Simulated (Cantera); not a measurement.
Charge: 1 mol SiH₄, 0.2 mol N₂, equilibrated at 0.0190 bar.

These are equilibrium values from Cantera (NASA tables, ideal gas, pure condensed phases), not measurements of a reactor. Candidate condensed phases: Si, Si₃N₄; 18 gas species. N₂ is the only nitrogen source here; it is nearly inert below about 1500 K, so the nitride shown seldom forms there in practice. Mutual solubility and eutectic melting of coexisting phases are not modelled. Gases not in the tables: Si₂H₆ and higher silanes. Rates play no part.

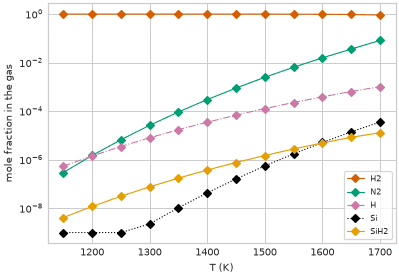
Equilibrium gas composition (values under 1e-9 drawn at 1e-9)

From 1150 K to 1650 K the condensed part is Si(s) + Si₃N₄(s). At 1700 K the condensed part is Si(l) + Si₃N₄(s). The main Si-bearing gas is SiH₄ at 1150 K and Si at 1700 K.
